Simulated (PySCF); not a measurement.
# Cl2H2HfO2, SMILES `O[Hf](O)(Cl)Cl`: electronic structure

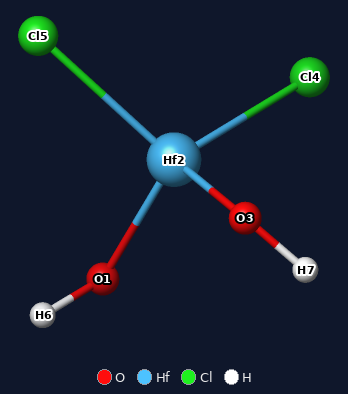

The molecule, with its atoms numbered as below. No frequency check shows the geometry to be a minimum.

Cartesian coordinates (Å):

```
O1       0.4006   -1.3152    1.4100
Hf2      0.0001   -0.1858    0.0001
O3      -0.4007   -1.3150   -1.4108
Cl4     -1.8171    1.1222    0.1991
Cl5      1.8166    1.1226   -0.1992
H6       1.1857   -1.8723    1.3746
H7      -1.1857   -1.8722   -1.3755
```

### 1. Bonding charge

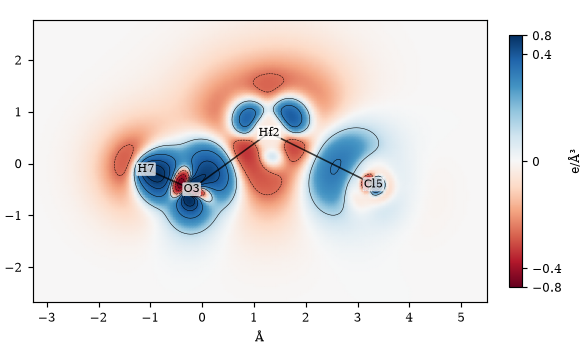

Deformation density (molecule less spherical, spin-averaged free atoms) in the plane of Hf2, O3, Cl5 and H7; colour scale in e/Å³, logarithmic beyond ±0.1; blue: gain, red: loss.

Level of theory: ωB97X/def2-TZVP (PySCF), at a geometry from GFN2-xTB. Core potentials replace the inner electrons of Hf; spin–orbit coupling isn't included. This is a single-reference result, which may miss multireference character in this system.

> Describe the bonding that the map shows.

Hf2–O3: +0.10 e/Å³ at the bond critical point (bond length 1.85 Å, Mayer order 1.1); up to 0.6 Å beside the axis the gain reaches +0.39 e/Å³. Hf2–Cl5: +0.08 e/Å³ at the bond critical point (bond length 2.25 Å, Mayer order 1.1); up to 0.6 Å beside the axis the gain reaches +0.21 e/Å³. In all, 1.9 electrons gather in the regions of gain relative to the promolecule. A small or negative value marks a very polar bond, one between electron-rich atoms, whose free-atom densities already overlap strongly, a long bond to a heavier atom, or a closed-shell contact such as a hydrogen bond.

> Where do the Hirshfeld charges lie?

The highest Hirshfeld charge is on Hf2 (+0.76 e), the lowest on O1 and O3 (−0.37 e).

```
atom  charge (e)
  O1       −0.37
 Hf2       +0.76
  O3       −0.37
 Cl4       −0.20
 Cl5       −0.20
  H6       +0.18
  H7       +0.18
```

### 2. Electrostatic potential

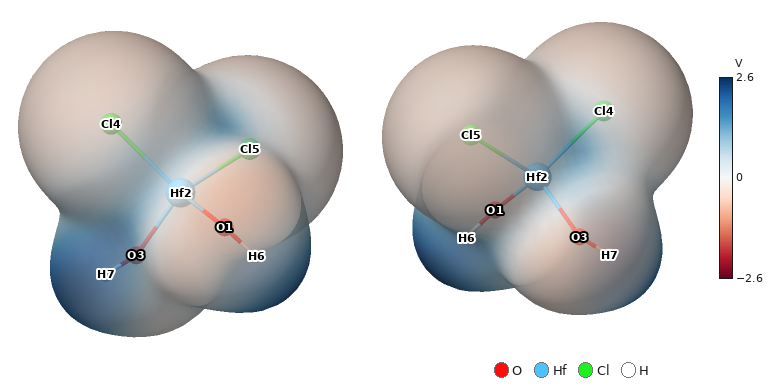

Electrostatic potential on the surface of electron density 0.001 a.u. (back view left, front view right).

> Where are the extremes of the potential on the surface?

Highest: 2.51 V, 1.2 Å from H6. Further maxima include 1.58 V, off the O1–Hf2 bond (2.2 to 2.3 Å from its atoms). Lowest: −0.80 V, 1.8 Å from O3, and at like points elsewhere. Further minima include −0.45 V, 2.1 Å from Cl4, and at like points elsewhere. The surface is sampled at points, so like sites can differ by a few per cent and only the strongest of them is named.

> What volume does the surface enclose, and what is the dipole moment?

About 135 Å³; the dipole moment is 2.8 D.

### 3. In an electric field

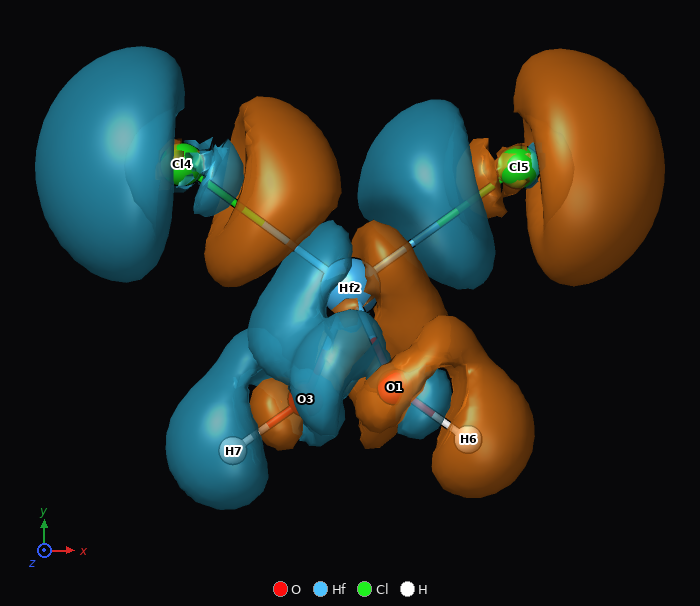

Change of the electron density in a uniform field of 0.21 V/Å, surfaces at ±0.0015 e/Å³ (light blue: gain, orange: loss).

Method: ωB97X/def2-TZVP; geometry: GFN2-xTB; program: PySCF. Core potentials replace the inner electrons of Hf; spin–orbit coupling isn't included. This is a single-reference result, which may miss multireference character in this system. A basis without diffuse functions makes polarisabilities too small.

> Along which Cartesian direction does the field point?

Along +x: electrons gather on the −x side, against the field.

> What dipole is induced, and what polarisability does it imply?

The induced dipole is 0.70 D (along the field); α along this axis, from the fields in both directions, is 69 bohr³ (10.2 Å³).

> Which atoms gain and lose the most charge?

Electrons gather most on Cl4 (Hirshfeld charge changes by −0.017 e) and leave Cl5 most (+0.018 e); 0.059 electrons are displaced in all.

### 4. Removing or adding an electron

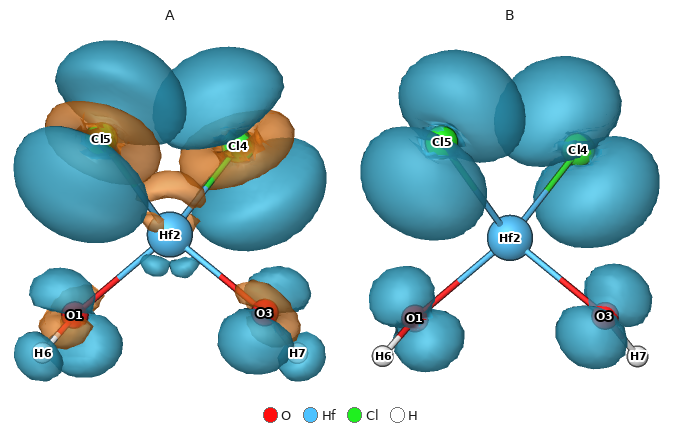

The Fukui function f⁻ from two separate SCF calculations and the density of the HOMO, at ±0.02 e/Å³ (light blue positive, orange negative).

Computed with PySCF, ωB97X/def2-TZVP, geometry: GFN2-xTB. Core potentials replace the inner electrons of Hf; spin–orbit coupling isn't included. This is a single-reference result, which may miss multireference character in this system.

> Which panel is which, and how good is the frozen-orbital picture?

A is f⁻ (it has negative regions), B the HOMO density. The HOMO lies on Cl4 and Cl5 (40 % each), Hf2 (7 %) and O1 and O3 (6 % each); f⁻ (Hirshfeld-condensed) is largest on Cl4 and Cl5 (0.35 each); the vertical ionisation energy is 11.77 eV (the stability of the cation's solution wasn't checked). Relaxation shifts 10 % of the electron between atoms. The orbital energy is −11.65 eV.
